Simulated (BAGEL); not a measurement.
**One shape, several levels: C2Cl2O2 (oxalyl chloride)**

Aim: a comparison of 4 runs (HF/STO-3G, HF/3-21G, HF/6-31G*, HF/cc-pVDZ) of C2Cl2O2 (oxalyl chloride). 

The calculation is run with BAGEL 1.2.2.

## 1. The system as given

C2Cl2O2: 6 atoms, total charge 0, spin state singlet. As SMILES, `O=C(Cl)C(=O)Cl`. One bond was lengthened or shortened from a relaxed shape.

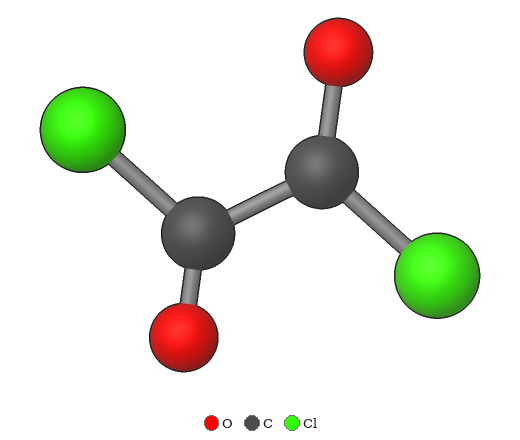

The structure, seen from a chosen angle (oxygen red, carbon dark grey, chlorine green).

## 2. The energy at HF/STO-3G (density fitting with cc-pvqz-jkfit) (run 1)

Contents of hf.json:

```json
{ "bagel": [

{
  "title": "molecule",
  "basis": "sto-3g",
  "df_basis": "cc-pvqz-jkfit",
  "angstrom": true,
  "geometry": [
    { "atom": "O", "xyz": [      -0.713936,       0.126524,      -1.757567 ] },
    { "atom": "C", "xyz": [      -0.413086,      -0.326336,      -0.712927 ] },
    { "atom": "Cl", "xyz": [      -0.738226,      -1.964816,      -0.231157 ] },
    { "atom": "C", "xyz": [       0.321414,       0.462654,       0.400143 ] },
    { "atom": "O", "xyz": [       0.677270,      -0.061320,       1.597200 ] },
    { "atom": "Cl", "xyz": [       0.634494,       2.105014,      -0.076387 ] }
  ]
},

{
  "title": "hf",
  "charge": 0
},

{
  "title": "print",
  "file": "orbitals.molden",
  "orbitals": true
}

]}
```

Run with:

```console
BAGEL_NUM_THREADS=1 BAGEL hf.json > hf.out
```

Log:

```text
* using 1 threads per process

  ===============================================================
  ===============================================================

  *** Geometry ***

  { "atom" : "O", "xyz" : [     -1.349144,      0.239096,     -3.321320 ] },
  { "atom" : "C", "xyz" : [     -0.780619,     -0.616686,     -1.347237 ] },
  { "atom" : "Cl", "xyz" : [     -1.395045,     -3.712964,     -0.436823 ] },
  { "atom" : "C", "xyz" : [      0.607384,      0.874289,      0.756161 ] },
  { "atom" : "O", "xyz" : [      1.279855,     -0.115878,      3.018271 ] },
  { "atom" : "Cl", "xyz" : [      1.199020,      3.977900,     -0.144351 ] },

  Number of auxiliary basis functions:      720

  Since a DF basis is specified, we compute 2- and 3-index integrals:
    o Being stored without compression. Storage requirement is 0.008 GB

  Number of basis functions:       38
  Number of electrons      :       62

    * METHOD: MOLECULE                             0.83

  *** RHF ***

  === Nuclear Repulsion ===
   322.3668017645

      * DIIS with orbital gradients will be used.

  === RHF iteration (sto-3g) ===
      0      -1131.09418710          0.03499204           0.08
      1      -1131.08300762          0.03995274           0.09
      2      -1131.55790815          0.00291524           0.07
      3      -1131.56372650          0.00163146           0.07
      4      -1131.56585646          0.00063582           0.07
      5      -1131.56647287          0.00022477           0.07
      6      -1131.56652740          0.00006947           0.07
      7      -1131.56653344          0.00002768           0.07
      8      -1131.56653431          0.00001224           0.07
      9      -1131.56653448          0.00000453           0.08
     10      -1131.56653450          0.00000209           0.07
     11      -1131.56653451          0.00000082           0.07
     12      -1131.56653451          0.00000031           0.07
     13      -1131.56653451          0.00000014           0.07
     14      -1131.56653451          0.00000006           0.09
     15      -1131.56653451          0.00000002           0.07
     16      -1131.56653451          0.00000002           0.07
     17      -1131.56653451          0.00000001           0.07
     18      -1131.56653451          0.00000000           0.07
    * SCF iteration converged.

    * Permanent dipole moment:
           (   -0.008869,    -0.091756,     0.049644) a.u.

    * METHOD: HF                                   1.56

    * METHOD: PRINT                                0.00

  ===============================================================
```

It took 2.6 s on 1 thread of Intel Xeon Platinum 8259CL at 2.50GHz (Skylake/Cascade Lake), shared host; peak memory 0.093 GiB.

## 3. A single-point energy at HF/3-21G (density fitting with cc-pvqz-jkfit) (run 2)

Contents of job.json:

```json
{ "bagel": [

{
  "title": "molecule",
  "basis": "3-21g",
  "df_basis": "cc-pvqz-jkfit",
  "angstrom": true,
  "geometry": [
    { "atom": "O", "xyz": [   -0.713936,    0.126524,   -1.757567 ] },
    { "atom": "C", "xyz": [   -0.413086,   -0.326336,   -0.712927 ] },
    { "atom": "Cl", "xyz": [   -0.738226,   -1.964816,   -0.231157 ] },
    { "atom": "C", "xyz": [    0.321414,    0.462654,    0.400143 ] },
    { "atom": "O", "xyz": [    0.677270,   -0.061320,    1.597200 ] },
    { "atom": "Cl", "xyz": [    0.634494,    2.105014,   -0.076387 ] }
  ]
},
{ "title": "hf" },
{ "title": "print", "file": "orbitals.molden", "orbitals": true }

]}
```

Run with:

```console
BAGEL_NUM_THREADS=1 BAGEL job.json > job.out
```

Log:

```text
* using 1 threads per process

  ===============================================================
  ===============================================================

  *** Geometry ***

  { "atom" : "O", "xyz" : [     -1.349144,      0.239096,     -3.321320 ] },
  { "atom" : "C", "xyz" : [     -0.780619,     -0.616686,     -1.347237 ] },
  { "atom" : "Cl", "xyz" : [     -1.395045,     -3.712964,     -0.436823 ] },
  { "atom" : "C", "xyz" : [      0.607384,      0.874289,      0.756161 ] },
  { "atom" : "O", "xyz" : [      1.279855,     -0.115878,      3.018271 ] },
  { "atom" : "Cl", "xyz" : [      1.199020,      3.977900,     -0.144351 ] },

  Number of auxiliary basis functions:      720

  Since a DF basis is specified, we compute 2- and 3-index integrals:
    o Being stored without compression. Storage requirement is 0.022 GB

  Number of basis functions:       62
  Number of electrons      :       62

    * METHOD: MOLECULE                             0.61

  *** RHF ***

  === Nuclear Repulsion ===
   322.3668017645

      * DIIS with orbital gradients will be used.

  === RHF iteration (3-21g) ===
      0      -1138.31589110          0.03405296           0.16
      1      -1138.27522858          0.04055482           0.12
      2      -1138.68665396          0.00298293           0.13
      3      -1138.69153480          0.00191074           0.12
      4      -1138.69370960          0.00063164           0.13
      5      -1138.69431034          0.00029582           0.13
      6      -1138.69440351          0.00014925           0.12
      7      -1138.69442703          0.00005523           0.12
      8      -1138.69442844          0.00004733           0.12
      9      -1138.69442971          0.00001380           0.14
     10      -1138.69442993          0.00000537           0.12
     11      -1138.69442995          0.00000362           0.12
     12      -1138.69442996          0.00000098           0.12
     13      -1138.69442996          0.00000047           0.12
     14      -1138.69442996          0.00000022           0.12
     15      -1138.69442996          0.00000011           0.12
     16      -1138.69442996          0.00000004           0.12
     17      -1138.69442996          0.00000002           0.12
     18      -1138.69442996          0.00000001           0.12
    * SCF iteration converged.

    * Permanent dipole moment:
           (    0.038562,    -0.148724,     0.188529) a.u.

    * METHOD: HF                                   2.61

    * METHOD: PRINT                                0.01

  ===============================================================
```

Wall time 3.6 s (1 thread of Intel Xeon Platinum 8259CL at 2.50GHz (Skylake/Cascade Lake), shared host); peak memory 0.13 GiB.

Run 3 isn't shown in full; the table further down has it.

## 4. The energy at HF/cc-pVDZ (density fitting with cc-pvqz-jkfit) (run 4)

Contents of input.json:

```json
{ "bagel" : [

{
  "title" : "molecule",
  "basis" : "cc-pvdz.json",
  "df_basis" : "cc-pvqz-jkfit",
  "angstrom" : "true",
  "geometry" : [
    { "atom" : "O", "xyz" : [      -0.713936,       0.126524,      -1.757567 ] },
    { "atom" : "C", "xyz" : [      -0.413086,      -0.326336,      -0.712927 ] },
    { "atom" : "Cl", "xyz" : [      -0.738226,      -1.964816,      -0.231157 ] },
    { "atom" : "C", "xyz" : [       0.321414,       0.462654,       0.400143 ] },
    { "atom" : "O", "xyz" : [       0.677270,      -0.061320,       1.597200 ] },
    { "atom" : "Cl", "xyz" : [       0.634494,       2.105014,      -0.076387 ] }
  ]
},

{ "title" : "hf" },

{ "title" : "print", "file" : "orbitals.molden", "orbitals" : "true" }

]}
```

The basis set cc-pVDZ is read from a file made from the Basis Set Exchange's data (not shown).

Run with:

```console
BAGEL_NUM_THREADS=1 BAGEL input.json > input.out
```

Log:

```text
* using 1 threads per process

  ===============================================================
  ===============================================================

  *** Geometry ***

  { "atom" : "O", "xyz" : [     -1.349144,      0.239096,     -3.321320 ] },
  { "atom" : "C", "xyz" : [     -0.780619,     -0.616686,     -1.347237 ] },
  { "atom" : "Cl", "xyz" : [     -1.395045,     -3.712964,     -0.436823 ] },
  { "atom" : "C", "xyz" : [      0.607384,      0.874289,      0.756161 ] },
  { "atom" : "O", "xyz" : [      1.279855,     -0.115878,      3.018271 ] },
  { "atom" : "Cl", "xyz" : [      1.199020,      3.977900,     -0.144351 ] },

  Number of auxiliary basis functions:      720

  Since a DF basis is specified, we compute 2- and 3-index integrals:
    o Being stored without compression. Storage requirement is 0.049 GB

  Number of basis functions:       92
  Number of electrons      :       62

    * METHOD: MOLECULE                             0.77

  *** RHF ***

  === Nuclear Repulsion ===
   322.3668017645

      * DIIS with orbital gradients will be used.

  === RHF iteration (cc-pvdz.json) ===
      0      -1144.00763879          0.02175198           0.21
      1      -1143.95516750          0.02623198           0.19
      2      -1144.40716323          0.00198890           0.19
      3      -1144.41226725          0.00129150           0.19
      4      -1144.41436252          0.00039441           0.19
      5      -1144.41482732          0.00017533           0.19
      6      -1144.41492670          0.00006962           0.19
      7      -1144.41494202          0.00002346           0.19
      8      -1144.41494323          0.00001311           0.19
      9      -1144.41494363          0.00000796           0.19
     10      -1144.41494376          0.00000334           0.19
     11      -1144.41494378          0.00000190           0.19
     12      -1144.41494378          0.00000090           0.19
     13      -1144.41494378          0.00000040           0.20
     14      -1144.41494378          0.00000015           0.19
     15      -1144.41494378          0.00000009           0.18
     16      -1144.41494378          0.00000005           0.19
     17      -1144.41494378          0.00000003           0.19
     18      -1144.41494378          0.00000002           0.19
     19      -1144.41494378          0.00000001           0.19
    * SCF iteration converged.

    * Permanent dipole moment:
           (    0.073258,    -0.189335,     0.294821) a.u.

    * METHOD: HF                                   4.14

    * METHOD: PRINT                                0.02

  ===============================================================
```

Wall time 5.4 s (1 thread of Intel Xeon Platinum 8259CL at 2.50GHz (Skylake/Cascade Lake), shared host); peak memory 0.19 GiB.

## 5. The series

| run | level | energy (Eh) | dipole moment (D) | HOMO energy (eV) | LUMO energy (eV) | wall time |
| --- | --- | --- | --- | --- | --- | --- |
| 1 | HF/STO-3G (density fitting with cc-pvqz-jkfit) | -1131.566535 | 0.27 | -10.59 | 3.18 | 2.6 s |
| 2 | HF/3-21G (density fitting with cc-pvqz-jkfit) | -1138.694430 | 0.62 | -13.04 | -0.26 | 3.6 s |
| 3 | HF/6-31G* (density fitting with cc-pvqz-jkfit, spherical functions) | -1144.347013 | 0.86 | -13.03 | -0.13 | 6 s |
| 4 | HF/cc-pVDZ (density fitting with cc-pvqz-jkfit) | -1144.414944 | 0.91 | -12.99 | -0.09 | 5.4 s |

## 6. Outcome

| quantity | value |
| --- | --- |
| run 4: total energy | -1144.41494 Eh |
| run 4: dipole moment | 0.91 D |
| run 4: HOMO energy | -12.99 eV |
| run 4: LUMO energy | -0.09 eV |
| run 4: HOMO–LUMO gap | 12.91 eV |

The dipole moment (its size) runs from 0.27 D (HF/STO-3G) to 0.91 D (HF/cc-pVDZ). The HOMO–LUMO gap runs from 12.78 eV (HF/3-21G) to 13.77 eV (HF/STO-3G). In run 1 the basis is minimal, so the values are rough. All runs together took 18 s, the longest 6 s.
